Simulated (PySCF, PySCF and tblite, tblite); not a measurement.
# C6H12Si: conformers and averaged spectra

Which conformers does C6H12Si (`[SiH3][C@@H]1[C@H]2CCC[C@@H]12`) populate, and what do their averaged NMR parameters look like?

Programs: PySCF 2.14.0 with density-fitted response routines of our own, and tblite 0.8.0. All values are computed, except where a source is named. Atoms count from 0 throughout.

### Step 1. The molecule as given

19 atoms, charge 0, multiplicity 1; geometry from: MMFF94s geometry.

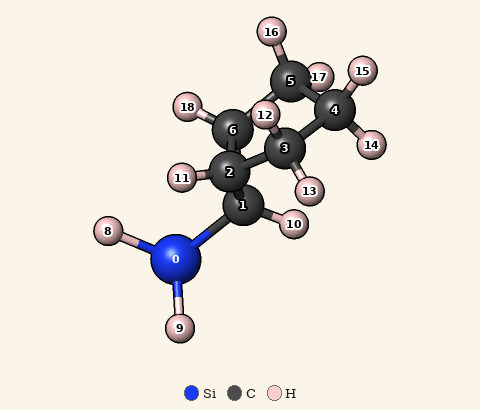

The starting geometry (silicon blue, carbon dark grey, hydrogen pink), atoms numbered.

### Step 2. GFN2-xTB relaxation, conformer 1

Job settings and geometry (Å):

```
{"job": {"xc": "GFN2-xTB", "basis": "xTB", "kind": "relax"}, "charge": 0, "multiplicity": 1}
Si     2.809600    -0.353100     0.090000
C      0.927000    -0.469100     0.207100
C      0.097500     0.093600    -0.897400
C     -1.324100    -0.352400    -1.152300
C     -1.998800    -0.325200     0.240900
C     -1.258200     0.770900     1.004900
C      0.132100     0.795900     0.418000
H      3.409100    -0.368400     1.451600
H      3.198200     0.909300    -0.584800
H      3.329000    -1.497100    -0.683400
H      0.599400    -1.383400     0.703500
H      0.543000     0.560000    -1.761100
H     -1.827400     0.339900    -1.814700
H     -1.354600    -1.361100    -1.587400
H     -1.860500    -1.279700     0.738300
H     -3.076400    -0.136100     0.182900
H     -1.734200     1.745000     0.846300
H     -1.240500     0.562800     2.082300
H      0.620100     1.757500     0.508000
```

Command:

```bash
$ OMP_NUM_THREADS=1 python ens_run.py task.json out
```

One launch serves the whole session.

Log:

```text
step      E/eV     max force
  0    -562.69485    1.115
  1    -562.73032    0.460
  2    -562.74912    0.317
  3    -562.76763    0.334
  4    -562.77842    0.302
  5    -562.78869    0.173
  6    -562.79299    0.154
  7    -562.79610    0.167
  8    -562.79946    0.156
  9    -562.80287    0.118
 10    -562.80517    0.107
 11    -562.80670    0.098
 12    -562.80815    0.141
 13    -562.80982    0.142
 14    -562.81127    0.081
 15    -562.81211    0.071
 16    -562.81262    0.068
 17    -562.81317    0.077
 18    -562.81378    0.073
 19    -562.81430    0.049
 20    -562.81463    0.034
 21    -562.81463    0.034
 22    -562.81476    0.030
 23    -562.81511    0.023
 24    -562.81518    0.022
 25    -562.81542    0.026
 26    -562.81556    0.029
 27    -562.81575    0.038
 28    -562.81591    0.033
 29    -562.81609    0.031
 30    -562.81627    0.034
 31    -562.81648    0.038
 32    -562.81669    0.035
 33    -562.81686    0.029
 34    -562.81698    0.025
 35    -562.81708    0.023
 36    -562.81717    0.018
 37    -562.81724    0.019
 38    -562.81728    0.018
 39    -562.81732    0.013
 40    -562.81735    0.014
 41    -562.81739    0.017
 42    -562.81742    0.016
 43    -562.81745    0.013
 44    -562.81747    0.010
 45    -562.81749    0.007
 46    -562.81749    0.006
 47    -562.81750    0.006
 48    -562.81751    0.009
 49    -562.81752    0.007
 50    -562.81752    0.006
 51    -562.81753    0.006
 52    -562.81753    0.004
 53    -562.81753    0.004
```

Run time: 0.4 s. Hardware: 1 thread of Arm Neoverse V1, shared host.

Relaxing gained 0.123 eV and moved the atoms by 0.08 Å on average (rms).

**GFN2-xTB relaxation, conformer 2**

Job settings and geometry (Å):

```
{"job": {"xc": "GFN2-xTB", "basis": "xTB", "kind": "relax"}, "charge": 0, "multiplicity": 1}
Si     2.875000    -0.108300    -0.064600
C      1.031800    -0.509700    -0.010000
C      0.100300     0.237600    -0.896600
C     -1.249800    -0.319400    -1.285000
C     -2.166700     0.086000    -0.113100
C     -1.264900     0.092500     1.112900
C      0.085100     0.504200     0.576100
H      3.516400    -0.453500     1.230400
H      3.071000     1.341300    -0.316300
H      3.516800    -0.876700    -1.146000
H      0.840700    -1.565600     0.181500
H      0.428600     1.028200    -1.554300
H     -1.614300     0.073800    -2.219300
H     -1.190900    -1.419000    -1.360200
H     -3.033100    -0.564100    -0.006500
H     -2.539800     1.105500    -0.288500
H     -1.626800     0.796000     1.875400
H     -1.209600    -0.910700     1.564100
H      0.420500     1.471100     0.936300
```

Log:

```text
step      E/eV     max force
  0    -562.60117    1.037
  1    -562.64067    0.527
  2    -562.66042    0.367
  3    -562.68291    0.313
  4    -562.69447    0.330
  5    -562.70626    0.209
  6    -562.71073    0.162
  7    -562.71384    0.166
  8    -562.71710    0.148
  9    -562.72093    0.126
 10    -562.72380    0.108
 11    -562.72542    0.074
 12    -562.72638    0.091
 13    -562.72719    0.081
 14    -562.72791    0.057
 15    -562.72850    0.071
 16    -562.72907    0.071
 17    -562.72971    0.085
 18    -562.73031    0.066
 19    -562.73074    0.042
 20    -562.73105    0.037
 21    -562.73105    0.037
 22    -562.73120    0.032
 23    -562.73157    0.033
 24    -562.73168    0.037
 25    -562.73203    0.039
 26    -562.73225    0.036
 27    -562.73252    0.054
 28    -562.73283    0.053
 29    -562.73323    0.057
 30    -562.73366    0.060
 31    -562.73413    0.059
 32    -562.73460    0.065
 33    -562.73502    0.046
 34    -562.73540    0.047
 35    -562.73578    0.053
 36    -562.73622    0.059
 37    -562.73664    0.055
 38    -562.73697    0.042
 39    -562.73724    0.041
 40    -562.73751    0.049
 41    -562.73781    0.045
 42    -562.73812    0.049
 43    -562.73838    0.040
 44    -562.73858    0.038
 45    -562.73871    0.033
 46    -562.73880    0.023
 47    -562.73886    0.020
 48    -562.73892    0.023
 49    -562.73899    0.031
 50    -562.73907    0.025
 51    -562.73912    0.017
 52    -562.73915    0.017
 53    -562.73918    0.019
 54    -562.73922    0.021
 55    -562.73927    0.015
 56    -562.73931    0.013
 57    -562.73934    0.013
 58    -562.73937    0.015
 59    -562.73940    0.014
 60    -562.73943    0.011
 61    -562.73945    0.013
 62    -562.73948    0.015
 63    -562.73952    0.018
 64    -562.73955    0.012
 65    -562.73957    0.009
 66    -562.73958    0.008
 67    -562.73959    0.007
 68    -562.73960    0.007
 69    -562.73961    0.007
 70    -562.73961    0.007
 71    -562.73962    0.005
 72    -562.73962    0.003
```

It took 0.49 s on 1 thread of Arm Neoverse V1, shared host.

Relaxing gained 0.138 eV and moved the atoms by 0.12 Å on average (rms).

### Step 3. Shieldings, conformer 1: mPW1PW91/pcSseg-1 in acetonitrile

Job settings and geometry (Å):

```
{"job": {"xc": "mPW1PW91", "basis": "pcSseg-1", "solvent": "acetonitrile", "kind": "nmr", "pop": true}, "charge": 0, "multiplicity": 1}
Si     2.776284    -0.367949     0.101059
C      0.899069    -0.404177     0.182155
C      0.084865     0.181014    -0.942291
C     -1.308913    -0.373072    -1.145928
C     -1.949944    -0.353756     0.250250
C     -1.236973     0.766251     1.023469
C      0.128725     0.875532     0.379829
H      3.318459    -0.406624     1.461583
H      3.213885     0.862296    -0.563453
H      3.248684    -1.527510    -0.659613
H      0.476032    -1.281535     0.657153
H      0.594034     0.574882    -1.810872
H     -1.858184     0.279115    -1.828966
H     -1.301802    -1.377671    -1.572642
H     -1.792905    -1.311136     0.748034
H     -3.025196    -0.186509     0.198175
H     -1.767551     1.713550     0.902236
H     -1.179933     0.546706     2.091184
H      0.671561     1.799843     0.521179
```

Log:

```text
coarse grid: 15584 points
cycle   1  E = -525.1628364997  dE =  8.655e-01  |g| = 3.822e-01  |ddm| = 3.855e+00
cycle   2  E = -525.1482916545  dE =  1.454e-02  |g| = 4.640e-01  |ddm| = 8.422e-01
cycle   3  E = -525.2041603802  dE = -5.587e-02  |g| = 3.949e-02  |ddm| = 5.207e-01
cycle   4  E = -525.2044500107  dE = -2.896e-04  |g| = 1.444e-02  |ddm| = 5.615e-02
cycle   5  E = -525.2044921184  dE = -4.211e-05  |g| = 5.646e-03  |ddm| = 1.749e-02
cycle   6  E = -525.2044995920  dE = -7.474e-06  |g| = 4.389e-04  |ddm| = 5.158e-03
final grid: 143640 points
cycle   7  E = -525.2478784506  dE = -5.474e-05  |g| = 5.911e-03  |ddm| = 4.114e-02
cycle   8  E = -525.2478731313  dE =  5.319e-06  |g| = 7.627e-03  |ddm| = 1.427e-02
cycle   9  E = -525.2478878860  dE = -1.475e-05  |g| = 3.172e-04  |ddm| = 7.752e-03
cycle  10  E = -525.2478879024  dE = -1.632e-08  |g| = 1.844e-04  |ddm| = 5.362e-04
cycle  11  E = -525.2478879100  dE = -7.662e-09  |g| = 4.102e-05  |ddm| = 1.898e-04
cycle  12  E = -525.2478879104  dE = -4.018e-10  |g| = 4.378e-06  |ddm| = 4.723e-05
converged SCF energy = -525.2478879104

GIAO shielding tensors (ppm)
atom      isotropic    diamagn.    paramagn.     s11        s22        s33       span
  0 Si     412.889     879.975    -467.086    375.412    396.422    466.833     91.421
  1 C      185.742     256.136     -70.394    166.606    179.691    210.928     44.322
  2 C      160.140     251.380     -91.240    125.246    148.690    206.484     81.238
  3 C      154.840     245.278     -90.438    130.174    161.437    172.910     42.736
  4 C      163.307     249.687     -86.379    134.158    173.080    182.684     48.526
  5 C      154.840     245.285     -90.445    130.172    161.452    172.895     42.723
  6 C      160.168     251.389     -91.221    125.252    148.725    206.527     81.275
  7 H       27.759      28.681      -0.921     23.840     25.588     33.851     10.011
  8 H       28.536      29.402      -0.866     24.771     26.971     33.866      9.095
  9 H       27.757      28.676      -0.920     23.839     25.582     33.849     10.010
 10 H       32.231      33.327      -1.096     23.777     32.673     40.242     16.465
 11 H       30.501      33.256      -2.755     23.172     28.435     39.896     16.724
 12 H       29.865      30.124      -0.259     24.383     27.214     37.997     13.613
 13 H       29.915      29.804       0.111     25.200     27.280     37.264     12.064
 14 H       30.377      31.121      -0.744     26.509     26.966     37.656     11.146
 15 H       30.114      29.156       0.958     24.976     27.187     38.178     13.202
 16 H       29.864      30.126      -0.262     24.382     27.214     37.996     13.613
 17 H       29.913      29.805       0.108     25.197     27.280     37.263     12.065
 18 H       30.499      33.254      -2.755     23.170     28.432     39.896     16.725
```

It took 31 s on 1 thread of Arm Neoverse V1, shared host; peak memory 1 GiB.

This run: HOMO -7.60 eV, LUMO 1.08 eV; dipole 1.13 D.

### Step 4. Single-point energy, conformer 1: B3LYP/def2-SVP in acetonitrile

Changed since step 3:

```diff
@@ -1,2 +1,2 @@
-{"job": {"xc": "mPW1PW91", "basis": "pcSseg-1", "solvent": "acetonitrile", "kind": "nmr", "pop": true}, "charge": 0, "multiplicity": 1}
+{"job": {"xc": "B3LYP", "basis": "def2-SVP", "solvent": "acetonitrile", "kind": "sp"}, "charge": 0, "multiplicity": 1}
 Si     2.776284    -0.367949     0.101059
```

Log:

```text
coarse grid: 15584 points
cycle   1  E = -524.9477295348  dE =  7.602e-01  |g| = 4.158e-01  |ddm| = 4.448e+00
cycle   2  E = -524.9206900832  dE =  2.704e-02  |g| = 5.364e-01  |ddm| = 1.173e+00
cycle   3  E = -524.9984206047  dE = -7.773e-02  |g| = 4.259e-02  |ddm| = 7.428e-01
cycle   4  E = -524.9987844777  dE = -3.639e-04  |g| = 1.613e-02  |ddm| = 8.488e-02
cycle   5  E = -524.9988395062  dE = -5.503e-05  |g| = 6.280e-03  |ddm| = 2.462e-02
cycle   6  E = -524.9988492522  dE = -9.746e-06  |g| = 5.172e-04  |ddm| = 7.557e-03
final grid: 143640 points
cycle   7  E = -525.0845177493  dE = -5.185e-05  |g| = 5.517e-03  |ddm| = 4.976e-02
cycle   8  E = -525.0845120949  dE =  5.654e-06  |g| = 7.287e-03  |ddm| = 1.563e-02
cycle   9  E = -525.0845260891  dE = -1.399e-05  |g| = 3.483e-04  |ddm| = 9.199e-03
cycle  10  E = -525.0845261164  dE = -2.727e-08  |g| = 1.556e-04  |ddm| = 7.754e-04
cycle  11  E = -525.0845261220  dE = -5.622e-09  |g| = 4.434e-05  |ddm| = 2.019e-04
cycle  12  E = -525.0845261225  dE = -5.050e-10  |g| = 6.142e-06  |ddm| = 6.756e-05
converged SCF energy = -525.0845261225
```

It took 12 s on 1 thread of Arm Neoverse V1, shared host; peak memory 0.67 GiB.

Key values: HOMO -7.27 eV, LUMO 1.16 eV; dipole 1.13 D.

[end of part 1 of 2]
